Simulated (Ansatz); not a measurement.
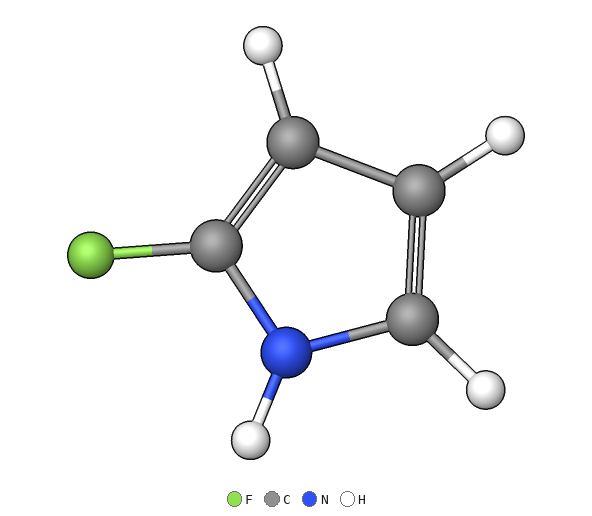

Harmonic vibrations computed with RKS PBE0-D4/def2-TZVP (Ansatz 0.2.0) at a stationary point of the same level.

### Minimum or transition state?

A minimum: no imaginary frequency, and the lowest mode lies at 293 cm⁻¹.

### How many vibrational modes are there, and where do they lie?

24 modes: 293, 424, 426, 623, 637, 669, 698, 781, 853, 891, 1003, 1042, 1109, 1146, 1277, 1300, 1439, 1521, 1537, 1657, 3265, 3287, 3294, 3700 cm⁻¹.
